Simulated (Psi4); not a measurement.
# SnCl2F2 (SMILES [F][Sn]([F])([Cl])[Cl]): CCSD/def2-SVP (core potential)

Aim: the energy change on altering one bond length of SnCl2F2 at CCSD/def2-SVP (core potential), from 2 runs. 

The calculation is run with Psi4 1.11.

3 further runs of the same task are left out: 3 set aside as unsound or not needed.

## 1. The molecule

SnCl2F2 has 5 atoms, charge 0, and is taken as a singlet. As SMILES, `[F][Sn]([F])([Cl])[Cl]`. The shape is that of a PBE0-D4/def2-TZVP optimisation.

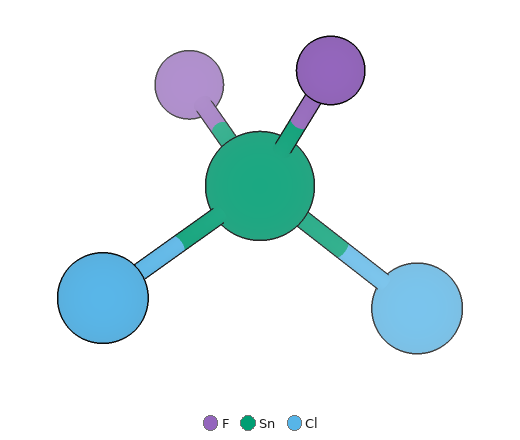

Viewed from a chosen angle; fluorine purple, tin teal, chlorine blue.

## 2. A single-point energy at CCSD/def2-SVP (core potential)

input.in reads:

```
memory 2.2 GB

molecule {
  0 1
  F     -0.136000    -0.318500     1.871500
  Sn     0.031600    -0.036600     0.013600
  F      1.509000    -1.080200    -0.523100
  Cl    -1.837700    -0.793000    -1.030000
  Cl     0.483000     2.154700    -0.373400
  units angstrom
  symmetry c1
  no_reorient
  no_com
}

set globals {
  basis def2-SVP
  puream true
  e_convergence 1e-09
  d_convergence 1e-08
  scf_type pk
  num_frozen_docc 16
}

energy_value, wavefunction = energy("ccsd", return_wfn=True)
```

Run with:

```
$ psi4 input.in input.out -n 1
```

input.out, shortened:

```text
[...]
    !!!  WARNING: ECP capability is in beta. Please check occupations closely.  !!!
[...]
  Running in c1 symmetry.
[...]
  Nuclear repulsion =  435.160608896010217
[...]
  Multiplicity = 1
[...]
  Nalpha       = 37
  Nbeta        = 37
[...]
    Number of basis functions: 90
[...]
   @RHF iter   1: -1330.78229761024545   -2.21019e+00   6.05192e-03 ADIIS/DIIS
[...]
   @RHF iter  12: -1330.90513740640745   -3.63798e-12   2.73120e-09 DIIS
[...]
    Orbital Energies [Eh]
    ---------------------
    Doubly Occupied:
       1A   -104.838431     2A   -104.838405     3A    -26.284813
       4A    -26.284780     5A    -10.601144     6A    -10.601138
       7A     -8.075749     8A     -8.075741     9A     -8.072664
      10A     -8.072662    11A     -8.072655    12A     -8.072655
      13A     -5.996020    14A     -4.188907    15A     -4.187675
      16A     -4.187079    17A     -1.570154    18A     -1.560279
      19A     -1.463244    20A     -1.453367    21A     -1.452904
      22A     -1.443887    23A     -1.419349    24A     -1.129676
      25A     -1.112946    26A     -0.746584    27A     -0.665833
      28A     -0.663845    29A     -0.662657    30A     -0.646026
      31A     -0.633397    32A     -0.591058    33A     -0.546246
      34A     -0.515775    35A     -0.514669    36A     -0.506867
[...]
  @RHF Final Energy: -1330.90513740640745
   => Energetics <=
    Nuclear Repulsion Energy =            435.1606088960102170
    One-Electron Energy =               -2791.6324744736457433
    Two-Electron Energy =                1025.5667281712280783
    Total Energy =                      -1330.9051374064074480
[...]
 Multipole Moments:
 ------------------------------------------------------------------------------------
     Multipole            Electronic (a.u.)      Nuclear  (a.u.)        Total (a.u.)
 ------------------------------------------------------------------------------------
 L = 1.  Multiply by 2.5417464519 to convert [e a0] to [Debye]
 Dipole X            :         18.4639253          -18.8551204           -0.3911951
 Dipole Y            :        -18.0391138           18.4350342            0.3959204
 Dipole Z            :         21.1920486          -21.5863415           -0.3942929
 Magnitude           :                                                    0.6820949
[...]
      * MP2 total energy                      = -1331.645167487059553
[...]
      * CCSD total energy                     = -1331.670568678540803
[...]
```

Wall time 29 s (1 thread of Intel Xeon 6975P-C (Granite Rapids), shared host); peak memory 0.53 GiB.

## 3. The distorted shape at the same level

cl2f2sn.xyz reads:

```xyz
5
Cl2F2Sn
F      1.359407     0.286607     2.706361
Sn     1.527007     0.568507     0.848461
F      3.004407    -0.475093     0.311761
Cl    -1.837700    -0.793000    -1.030000
Cl     1.978407     2.759807     0.461461
```

run.py reads:

```python
import numpy as np
from ase.calculators.psi4 import Psi4
from ase.io import read

atoms = read('cl2f2sn.xyz')
calc = Psi4(atoms=atoms, method='ccsd', basis='def2-SVP', memory='2200MB', num_threads=1, charge=0, multiplicity=1, label='calc')
calc.psi4.set_options({'puream': True, 'e_convergence': 1e-09, 'd_convergence': 1e-08, 'scf_type': 'pk', 'num_frozen_docc': 16})
atoms.calc = calc

print(f'energy: {atoms.get_potential_energy():.6f} eV')
```

Run with:

```
$ python run.py
```

calc.dat, shortened:

```text
[...]
    !!!  WARNING: ECP capability is in beta. Please check occupations closely.  !!!
[...]
  Running in c1 symmetry.
[...]
  Nuclear repulsion =  368.963089644751449
[...]
  Multiplicity = 1
[...]
  Nalpha       = 37
  Nbeta        = 37
[...]
    Number of basis functions: 90
[...]
   @RHF iter   1: -1330.46543863014858   -2.33878e+00   6.81372e-03 ADIIS/DIIS
[...]
   @RHF iter  15: -1330.71419911073303   -3.50155e-11   8.42251e-09 DIIS
[...]
    Orbital Energies [Eh]
    ---------------------
    Doubly Occupied:
       1A   -104.878921     2A   -104.756887     3A    -26.322216
       4A    -26.322185     5A    -10.641123     6A    -10.513707
       7A     -8.115655     8A     -8.112326     9A     -8.112259
      10A     -7.988318    11A     -7.985241    12A     -7.985238
      13A     -6.042582    14A     -4.235419    15A     -4.232646
      16A     -4.232136    17A     -1.606644    18A     -1.595957
      19A     -1.503793    20A     -1.498279    21A     -1.496718
      22A     -1.483234    23A     -1.459911    24A     -1.156104
      25A     -0.992031    26A     -0.773703    27A     -0.695991
      28A     -0.695102    29A     -0.691559    30A     -0.677964
      31A     -0.666283    32A     -0.602614    33A     -0.546943
      34A     -0.544309    35A     -0.413185    36A     -0.413171
[...]
  @RHF Final Energy: -1330.71419911073303
   => Energetics <=
    Nuclear Repulsion Energy =            368.9630896447514488
    One-Electron Energy =               -2658.6575409081151520
    Two-Electron Energy =                 958.9802521526305554
    Total Energy =                      -1330.7141991107330341
[...]
 Multipole Moments:
 ------------------------------------------------------------------------------------
     Multipole            Electronic (a.u.)      Nuclear  (a.u.)        Total (a.u.)
 ------------------------------------------------------------------------------------
 L = 1.  Multiply by 2.5417464519 to convert [e a0] to [Debye]
 Dipole X            :         25.2836214          -24.0596858            1.2239356
 Dipole Y            :         -0.5859449            1.7603744            1.1744295
 Dipole Z            :         17.5587258          -17.0911055            0.4676202
 Magnitude           :                                                    1.7595373
[...]
      * MP2 total energy                      = -1331.487773430427524
[...]
      * CCSD total energy                     = -1331.522925923073444
```

The script printed:

```text
energy: -36232.584338 eV
```

It took 41 s on 1 thread of Intel Xeon 6975P-C (Granite Rapids), shared host; peak memory 0.54 GiB.

## 4. Outcome

At CCSD/def2-SVP (core potential), 16 core orbitals frozen:

```
                                                           quantity           value
                                          first shape: total energy  -1331.67057 Eh
                   first shape: HOMO energy (Hartree–Fock orbitals)       -13.61 eV
                   first shape: LUMO energy (Hartree–Fock orbitals)         0.76 eV
                 first shape: HOMO–LUMO gap (Hartree–Fock orbitals)        14.37 eV
          first shape: correlation energy (16 core orbitals frozen)      -765.4 mEh
                                         first shape: T1 diagnostic           0.011
                                      distorted shape: total energy  -1331.52293 Eh
               distorted shape: HOMO energy (Hartree–Fock orbitals)        -9.75 eV
               distorted shape: LUMO energy (Hartree–Fock orbitals)        -4.27 eV
             distorted shape: HOMO–LUMO gap (Hartree–Fock orbitals)         5.47 eV
      distorted shape: correlation energy (16 core orbitals frozen)      -808.7 mEh
                                     distorted shape: T1 diagnostic           0.033
energy change with the Sn2–Cl4 bond stretched from 2.271 to 4.087 Å        4.018 eV
```

**Reading.** One bond (distorted shape) is far stretched, which a spin-restricted single reference describes badly; a broken-symmetry solution may lie lower. With the Sn2–Cl4 bond stretched from 2.271 to 4.087 Å the energy rises by 4.02 eV (93 kcal/mol). The first shape isn't relaxed at this level, so the change isn't measured from a minimum. A restricted reference can't describe the breaking bond well at this length. The T1 diagnostic (distorted shape) of 0.033 is above the customary mark for such species, so a single reference may not serve.
